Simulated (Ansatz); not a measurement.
## BAs: pressure series

The parent structure is BAs in the zinc blende structure (space group F-43m, No. 216; a = 4.732 Å).

Cell and atoms are relaxed at each pressure.

Calculations: DFT with LDA, PAW potentials and a 420 eV plane-wave cutoff in Ansatz (a quantum-chemistry and plane-wave program), scalar-relativistic without spin-orbit coupling.

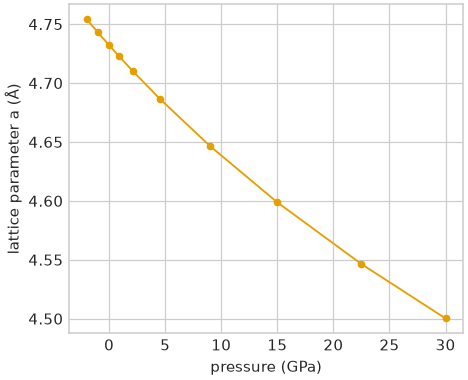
Figure. Lattice parameter a against pressure

**Question.** From the plot, what is the lattice parameter a for pressure 22.5 GPa?

**Answer.** About 4.55 Å.

**Question.** Is the trend monotonic over the range shown?

**Answer.** Yes, it falls throughout, spanning 4.500 Å to 4.754 Å.

Load acts through the strain it causes; cell and atoms are relaxed under it. Stability against distortions was not tested. No other phases were tried under pressure.
